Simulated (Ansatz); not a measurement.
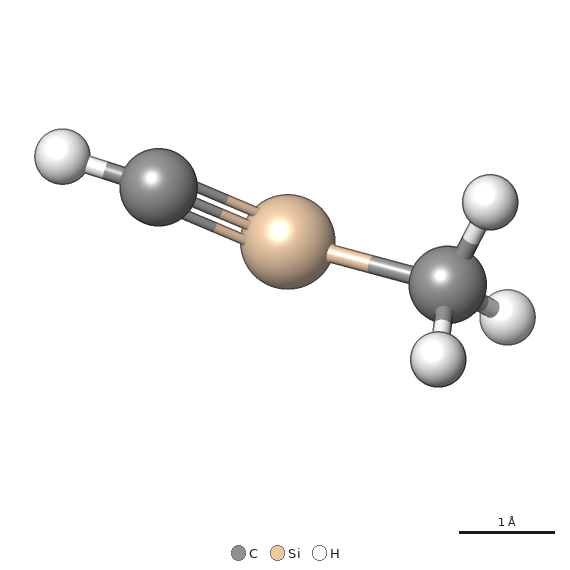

Starting geometry of the run.

Input file:

```yaml
crystal:
  periodic: [false, false, false]
  atoms:
    - {symbol: C, position_ang: [-1.517885, -1.254009, -0.602876]}
    - {symbol: Si, position_ang: [-0.735342, -0.181572, 0.338335]}
    - {symbol: C, position_ang: [0.915086, 0.700659, 0.281756]}
    - {symbol: H, position_ang: [-2.375498, -1.872254, -0.809967]}
    - {symbol: H, position_ang: [0.960566, 1.309560, -0.622005]}
    - {symbol: H, position_ang: [1.039919, 1.340058, 1.154612]}
    - {symbol: H, position_ang: [1.713154, -0.042432, 0.260144]}
basis:
  gaussian: {orbitals: def2-TZVPP}
hamiltonian: {xc: {name: B3LYP}, dispersion: d4}
```

It was started with:

```sh
ansatz run in.yaml --threads 2 --pin off --events-out ev --progress --plain --max-ram 4352MiB
```

Output:

```
Functional definition: B3LYP
  name "B3LYP"
  cite "Stephens, Devlin, Chabalowski & Frisch, J. Phys. Chem. 98, 11623 (1994) doi:10.1021/j100096a001"
  cite "Becke, Phys. Rev. A 38, 3098 (1988) doi:10.1103/PhysRevA.38.3098"
  cite "Lee, Yang & Parr, Phys. Rev. B 37, 785 (1988) doi:10.1103/PhysRevB.37.785"
  cite "Vosko, Wilk & Nusair, Can. J. Phys. 58, 1200 (1980) doi:10.1139/p80-159"
  parameter a0 = 0.2
  parameter ax = 0.72
  parameter ac = 0.81
  exchange = (1 - a0 - ax)*slater_x + ax*b88_x + a0*exact_x
  correlation = (1 - ac)*vwn_rpa_c + ac*lyp_c
887 factors; their error is unknown
mean field evaluation 1: about -9995.6946 eV, gradient 8.6e1 eV
mean field evaluation 2: about -9947.6973 eV, gradient 1.3e2 eV
mean field evaluation 4: about -10013.0448 eV, gradient 2.6e1 eV
mean field evaluation 8: about -10014.7994 eV, gradient 1.3e-1 eV
mean field evaluation 16: about -10014.8033 eV, gradient 3.5e-4 eV
mean field -10014.80333014 eV, -368.0372341052 hartree, gradient 1.9e-5 eV, S^2 0.000000; 0 other end points of the search recorded, 0 dependent functions left out
reference -10014.80356549 eV, -368.0372427540 hartree; 15, 15 occupied and 145, 145 virtual orbitals, 887 factors
Total energy: -10014.99008245 eV, -368.0440971261 hartree
```
